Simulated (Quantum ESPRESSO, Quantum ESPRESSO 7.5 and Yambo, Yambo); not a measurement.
**InP (F-43m): G0W0 with and without spin-orbit coupling**

Is the spin-orbit change of the gap of InP (F-43m) the same in DFT and in GW?

Calculated with Quantum ESPRESSO 7.5 and Yambo 5.3.0; PBE and many-body steps on it, plane waves.

The database entry behind the starting cell differs from later determinations by our own check (0.1 to 0.3 % short, probably kX units), so it need not match the best structure at ambient conditions.

## 1. The starting structure

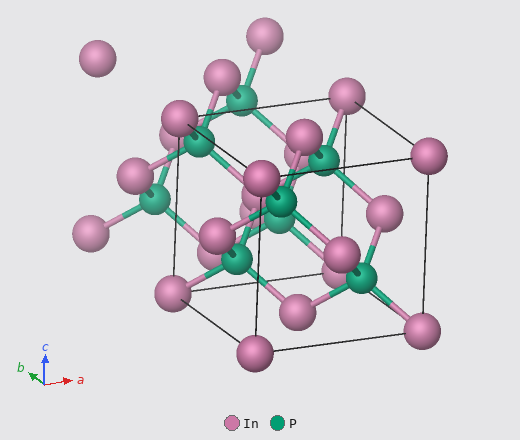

Start, viewed slightly off an axis; indium pink, phosphorus teal. 1×2×1 cells are drawn. This picture shows the conventional cell, with its axes. Bonds to atoms that aren't drawn are left out. Some periodic images of atoms are drawn too.

Structure file:

```cif
data_structure
_symmetry_space_group_name_H-M 'F-43m'
_symmetry_Int_Tables_number 216
_cell_length_a 5.8610
_cell_length_b 5.8610
_cell_length_c 5.8610
_cell_angle_alpha 90.000
_cell_angle_beta 90.000
_cell_angle_gamma 90.000
_cell_volume 201.33
loop_
_atom_site_label
_atom_site_type_symbol
_atom_site_symmetry_multiplicity
_atom_site_Wyckoff_symbol
_atom_site_fract_x
_atom_site_fract_y
_atom_site_fract_z
_atom_site_occupancy
In1 In 4 a 0.00000 0.00000 0.00000 1
P1 P 4 d 0.25000 0.25000 0.75000 1
```

The cell and positions come from the Crystallography Open Database and are kept as given unless a step says otherwise.

## 2. Empty states on the mesh, 4×4×4 mesh, 255 bands

This step: Quantum ESPRESSO 7.5; DFT, PBE, plane waves, norm-conserving pseudopotentials.

The sums over transitions need many empty states on a uniform mesh; this step solves for them.

File pw.in:

```
&control
  calculation = 'nscf'
  prefix = 'x'
  outdir = 'o'
  pseudo_dir = 'pseudo'
/
&system
  ibrav = 0
  nat = 2
  ntyp = 2
  ecutwfc = 80.0
  nbnd = 255
  force_symmorphic = .true.
/
&electrons
  conv_thr = 1e-9
  electron_maxstep = 80
  diago_full_acc = .true.
  diago_thr_init = 5e-6
/
ATOMIC_SPECIES
  In 114.82 In.upf
  P 30.974 P.upf
CELL_PARAMETERS angstrom
  -0.0000000000 2.9305000000 2.9305000000
  2.9305000000 -0.0000000000 2.9305000000
  2.9305000000 2.9305000000 -0.0000000000
ATOMIC_POSITIONS crystal
  In 0.0000000000 0.0000000000 0.0000000000
  P 0.2500000000 0.2500000000 0.2500000000
K_POINTS automatic
  4 4 4 0 0 0
```

Started as:

```sh
$ OMP_NUM_THREADS=1 mpirun -n 4 pw.x -nk 4 -in pw.in > pw.out
```

What it wrote:

```text
Program PWSCF v.7.5 starts

     This program is part of the open-source Quantum ESPRESSO suite
     for quantum simulation of materials; please cite
         "P. Giannozzi et al., J. Phys.:Condens. Matter 21 395502 (2009);
         "P. Giannozzi et al., J. Phys.:Condens. Matter 29 465901 (2017);
         "P. Giannozzi et al., J. Chem. Phys. 152 154105 (2020);
     in publications or presentations arising from this work. More details at

     Atomic positions and unit cell read from directory:
     o/x.save/

     Message from routine setup:
[...]
64.6026  66.9414  66.9414  66.9954  67.2391  67.2391  68.3617  69.0360
     [... 20 further rows ...]
   157.4465 157.4465 157.5655 157.5655 157.7421 159.2265 159.7296 159.7296
   160.1254 160.5558 160.5558 160.7458 161.1870 161.1870 161.4021

          k = 0.3536 0.0000 0.0000 (  4088 PWs)   bands (ev):

     [... further k-points ...]

     highest occupied, lowest unoccupied level (ev):     8.3155    9.0235

     XML data file, pseudopotentials, collected wavefunctions

=------------------------------------------------------------------------------=
   JOB DONE.
=------------------------------------------------------------------------------=
```

Run time: 24 s. Hardware: 4 MPI ranks of Arm Neoverse V1, shared host; peak memory 0.61 GiB.

This step gave:

| Property | Result |
| --- | --- |
| gap | 0.7080 eV |
| k of the valence top | 0, 0, 0 |
| k of the conduction bottom | 0, 0, 0 |
| least direct gap | 0.7080 eV |
| k points computed | 8 |
| lowest point of the top converged band, above the valence top | 150.1243 eV |

On this mesh the gap is 0.708 eV.

The density comes from a self-consistent run that is not shown.

## 3. Conversion and set-up

This step: Yambo 5.3.0; conversion and set-up on PBE, plane waves, norm-conserving pseudopotentials.

The states are converted to the many-body program's format and the q mesh is built.

Started as:

```sh
$ (cd o/x.save; p2y > p2y.log; mv SAVE ../..); yambo > setup.log
```

What it wrote:

```text
 Yambo, version 5.3.0

 [02] CORE Variables Setup
 =========================

  [02.01] Unit cells
  ==================

  Cell kind             :  FCC
  Atoms in the cell     :  In  P
  number of In atoms    :  1
  number of P  atoms    :  1

  List of atomic masses
  Mass of In    :  114.8200
  Mass of P     :  30.97400

  List of atomic coordinates    : [cc]
  In1       :  0.000000  0.000000  0.000000  order 1
  P1       :  2.768921  2.768921  2.768921  order 2

  Alat factors          :  5.537842  5.537842  5.537842 [a.u.]
  Direct lattice volume :  339.6658 [a.u.]
[...]
==========================================

 IBZ Q-points                                      :   8
 BZ  Q-points                                      :   64

 K/Q-points units:
 rlu = crystal or reduced units; cc = cartesian coordinates; iku = interal k-units

 Q [1]          [rlu]:  0.000000  0.000000  0.000000
 Q [2]          [rlu]:  0.54193E-16  0.26437E-16  0.25000
 Q [3]          [rlu]: -0.10839E-15 -0.52875E-16 -0.50000
[...]
Q [7]          [rlu]: -0.17475E-18 -0.50000     -0.50000
 Q [8]          [rlu]:  0.250000 -0.500000 -0.250000

  [03.01] X indexes
  =================

   [03.01.01] Sigma indexes
   ========================

 [06] Game Over & Game summary
```

Wall time 2.7 s (1 MPI rank); peak memory 0.25 GiB.

## 4. Scalar-relativistic

G0W0 replaces the xc potential by the self-energy, built once from these orbitals. Only a window of levels is corrected, while the sums run over the empty bands that the input names.

This step: G0W0 on PBE, plane waves, norm-conserving pseudopotentials.

File gw1.in:

```
HF_and_locXC
gw0
dyson
ppa
em1d
rim_cut
RandQpts= 1000000
RandGvec= 1 RL
EXXRLvcs= 80 Ry
VXCRLvcs= 320 Ry
Chimod= "HARTREE"
% BndsRnXp
 1 | 255 |
%
NGsBlkXp= 17 Ry
% LongDrXp
 1 | 1 | 1 |
%
% GbndRnge
 1 | 255 |
%
DysSolver= "n"
ExtendOut
PPAPntXp= 27.21138 eV
% QPkrange
 1 | 1 | 12 | 15 |
%
```

Started as:

```sh
$ OMP_NUM_THREADS=1 mpirun -n 4 yambo -F gw1.in -J gw1 -C gw1 > gw1.log
```

What it wrote:

```text
 Yambo, version 5.3.0

 [02] CORE Variables Setup
 =========================

  [... cell, symmetries and grids as in the set-up ...]

  [02.05] Energies & Occupations
  ==============================

  [X] === General ===
  [X] Electronic Temperature                        :  0.000000  0.000000 [eV K]
  [X] Bosonic    Temperature                        :  0.000000  0.000000 [eV K]
  [X] Finite Temperature mode                       : no
  [X] El. density                                   :  0.51656E+24 [cm-3]
  [X] Fermi Level                                   :  8.315509 [eV]

  [X] === Gaps and Widths ===
  [X] Conduction Band Min                           :  0.707977 [eV]
  [X] Valence Band Max                              :  0.000000 [eV]
  [X] Filled Bands                                  :  13
  [X] Empty Bands                                   :   14  255
  [X] Direct Gap                                    :  0.707977 [eV]
  [X] Direct Gap localized at k                     :  1
  [X] Indirect Gap                                  :  0.707977 [eV]
  [X] Indirect Gap between kpts                     :  1  1
  [X] Last valence band width                       :  2.910393 [eV]
  [X] 1st conduction band width                     :  3.584950 [eV]

 [03] Transferred momenta grid and indexing
 ==========================================

 IBZ Q-points                                      :   8
 BZ  Q-points                                      :   64

 K/Q-points units:
 rlu = crystal or reduced units; cc = cartesian coordinates; iku = interal k-units

 Q [1]          [rlu]:  0.000000  0.000000  0.000000
 Q [2]          [rlu]:  0.54193E-16  0.26437E-16  0.25000
 Q [3]          [rlu]: -0.10839E-15 -0.52875E-16 -0.50000
 Q [4]          [rlu]:  0.87374E-19  0.25000      0.25000
 Q [5]          [rlu]:  0.23853E-16  0.25000      0.50000
 Q [6]          [rlu]:  0.44978E-16  0.25000     -0.25000
 Q [7]          [rlu]: -0.17475E-18 -0.50000     -0.50000
 Q [8]          [rlu]:  0.250000 -0.500000 -0.250000

 [04] Coloumb potential Random Integration (RIM)
 ===============================================

  [04.01] RIM initialization
  ==========================

  * Diagonal components only detected *

  8 x (sBL volume)        :  0.091285 [a.u.]
  sBZ random points       :  1000000
  Points outside the sBZ  :   7999624
  RL volume               :  0.730277 [a.u.]
  Integrated volume       :  0.730312 [a.u.]

  [04.02] RIM integrals
  =====================

  Gamma point sphere radius             :  0.081674 [a.u.]
  Points outside the sphere             :   799635
  [Int_sBZ(q=0) 1/q^2]*(Vol_sBZ)^(-1/3) =:  7.763403
                                 should be <:  7.795600

  Summary of Coulomb integrals for non-metallic bands |Q|[au] RIM/Bare

  Q [1] 0.100000E-4 0.995870 * Q [2] 0.245646 1.064378
  Q [4] 0.283648 1.062979 * Q [6] 0.401138 1.025806
  Q [5] 0.470377 1.018843 * Q [3] 0.491292 1.016674
  Q [7] 0.567295 1.013309 * Q [8] 0.634256 1.010147

 [05] Dipoles
 ============

  [05.01] Setup: observables and procedures
  =========================================

 [06] Dynamic Dielectric Matrix (PPA)
 ====================================

 [WR./gw1//ndb.pp]---------------------------------------------------------------
  Brillouin Zone Q/K grids (IBZ/BZ)                :    8   64    8   64
  RL vectors                                       :   5029 [WF]
  Coulomb cutoff potential                         : none
  Electronic Temperature                           :  0.000000 [K]
  Bosonic    Temperature                           :  0.000000 [K]
  PPA    diel. fun.  energies                      : Perdew, Burke & Ernzerhof(X)+Perdew, Burke & Ernzerhof(C)
  wavefunctions                                    : Perdew, Burke & Ernzerhof(X)+Perdew, Burke & Ernzerhof(C)
  Global Gauge                                     : length
  X matrix size                                    :   459
  X band range                                     :    1  255
  X e/h energy range                               : -1.000000 -1.000000 [eV]
  X Time ordering                                  : R
  X Hxc Kernel                                     : HARTREE
  X Drude frequency                                :  0.000000  0.000000
  X poles                                          :  100.0000 [o/o]
  RL vectors in the sum                            :   5029
  [r,Vnl] included                                 : yes
  Field direction                                  :  0.577350E-5  0.577350E-5  0.577350E-5
  BZ energy Double Grid                            : no
  BZ energy DbGd points                            : 0
  BZ Q point size factor                           : -1.000000
  X Optical Averaged directions                    : none

 [07] Local Exchange-Correlation + Non-Local Fock
 ================================================

 [VXC] Plane waves :   32743
 [EXS] Plane waves :   4279

 QP @ state[ 1 ] K range:  1  1
 QP @ state[ 1 ] b range:  12  15

 [xc] Functional : Perdew, Burke & Ernzerhof(X)+Perdew, Burke & Ernzerhof(C)
 [xc] LIBXC used to calculate xc functional
  PP Number of Atomic Species                      :  2
  NLCC RL compoments                               :   32743
  PP Number of Atomic Species                      :  2
  NLCC RL compoments                               :   32743

 [xc] E_xc :  -18.18792 [Ha]
      E_xc :  -36.37585 [Ry]

  Local XC kind (lXC) : Perdew, Burke & Ernzerhof(X)+Perdew, Burke & Ernzerhof(C)
  Non-Local XC kind (nlXC) : Hartree-Fock

  Corrections @ K [1] :  [eV]
 <12|nlXC|12> = -14.71815  0.10913E-16 <12|lXC|12> = -12.92330  0.11123E-21
 <13|nlXC|13> = -14.71825  0.46700E-17 <13|lXC|13> = -12.92330 -0.56645E-15
 <14|nlXC|14> = -7.794563 -0.36175E-17 <14|lXC|14> = -11.72809  0.37772E-15
 <15|nlXC|15> = -6.368123  0.18255E-17 <15|lXC|15> = -10.79037  0.10226E-19

 [08] Dyson equation: Newton solver
 ==================================

  [08.01] G0W0 (W PPA)
  ====================

  [  GW  ] Bands range     :    1  255
  [GW/PPA] G damping       :  0.100000 [eV]

  QP @ state[ 1 ] K range:  1  1
  QP @ state[ 1 ] b range:  12  15

   Sc/G bands                                       :    1  255
   Sc/G damping                                     :  0.100000 ev
   Sc bands terminator                              : no
   Sx RL components                                 :   4279

   QP @ state[ 1 ] K range                          :  1  1
   QP @ state[ 1 ] b range                          :  12  15
   GF energies kind                                 : Perdew, Burke & Ernzerhof(X)+Perdew, Burke & Ernzerhof(C)
   GF WF`s kind                                     : Perdew, Burke & Ernzerhof(X)+Perdew, Burke & Ernzerhof(C)
   Xs energies kind                                 : Perdew, Burke & Ernzerhof(X)+Perdew, Burke & Ernzerhof(C)
   Xs WF`s kind                                     : Perdew, Burke & Ernzerhof(X)+Perdew, Burke & Ernzerhof(C)

 [11] Game Over & Game summary
```

Wall time 6.7 min (4 MPI ranks); peak memory 2 GiB; 27 min of CPU time.

Numbers from this step:

```
G0W0 gap on the points computed              : 1.409 eV
starting gap on the mesh                     : 0.7080 eV
k of the valence top                         : 0, 0, 0
k of the conduction bottom                   : 0, 0, 0
least direct G0W0 gap on the computed points : 1.409 eV
Z at the valence top                         : 0.7804
Z at the conduction bottom                   : 0.7939
```

The gap on the mesh goes from 0.71 eV to 1.41 eV, a correction of +0.70 eV.

## 5. Empty states on the mesh, 4×4×4 mesh, 510 bands

This step: Quantum ESPRESSO 7.5; DFT, PBE with spin-orbit coupling, plane waves, norm-conserving pseudopotentials.

pw.in, as its differences from that of step 2:

```diff
@@ -11,4 +11,6 @@
   ecutwfc = 80.0
-  nbnd = 255
+  nbnd = 510
   force_symmorphic = .true.
+  noncolin = .true.
+  lspinorb = .true.
 /
```

Started as:

```sh
$ OMP_NUM_THREADS=1 mpirun -n 4 pw.x -nk 4 -in pw.in > pw.out
```

What it wrote:

```text
[banner, memory and clock lines left out]
Program PWSCF v.7.5 starts

     Atomic positions and unit cell read from directory:
     o/x.save/

     Message from routine setup:
     using ibrav=0 with symmetry is DISCOURAGED, use correct ibrav instead

     G-vector sticks info

     bravais-lattice index     =            0
     lattice parameter (alat)  =       7.8317  a.u.
     unit-cell volume          =     339.6658 (a.u.)^3
     number of atoms/cell      =            2
     number of atomic types    =            2
     number of electrons       =        26.00
[...]
162.2872 162.2879 162.6841 162.6841 162.8940 162.8940

          k =-0.3536-0.3536 0.3536 (  4092 PWs)   bands (ev):

  -106.6214-106.6214 -69.7288 -69.7288 -63.0842 -63.0842 -63.0841 -63.0841
[...]
37.6814  37.6814  39.4466  39.4466  39.6342  39.6342  39.9931  39.9931
     [... 52 further rows ...]
   160.1262 160.1262 160.5516 160.5516 160.5642 160.5642 160.7469 160.7469
   161.1706 161.1706 161.2076 161.2076 161.4063 161.4063

          k = 0.3536 0.0000 0.0000 (  4088 PWs)   bands (ev):

     [... further k-points ...]

     highest occupied, lowest unoccupied level (ev):     8.3498    9.0305

     XML data file, pseudopotentials, collected wavefunctions
```

Run time: 2.6 min. Hardware: 4 MPI ranks; peak memory 1.7 GiB; 11 min of CPU time.

Numbers from this step:

| Quantity | Value |
| --- | --- |
| gap | 0.6808 eV |
| k of the valence top | 0, 0, 0 |
| k of the conduction bottom | 0, 0, 0 |
| least direct gap | 0.6808 eV |
| k points computed | 8 |
| lowest point of the top converged band, above the valence top | 150.0931 eV |

On this mesh the gap is 0.681 eV.

The density comes from a self-consistent run that is not shown, made with spin-orbit coupling and fully relativistic files.

[end of part 1 of 2]

[Paths, hosts, dates, memory and timing lines, banners, echoed tables and standing remarks are left out of the program output.]

[Logs are printed without paths, hosts, clocks, repeated set-up lines and the standing remarks that a program may print on its own settings, such as how far it seeks lower states.]

[Runs of the session that timed out or met a known fault of the program may be left out.]

[Hosts, paths, dates, database ids (printed as entryN), source tags and the programs' standing remarks are cut or masked in the printed files.]
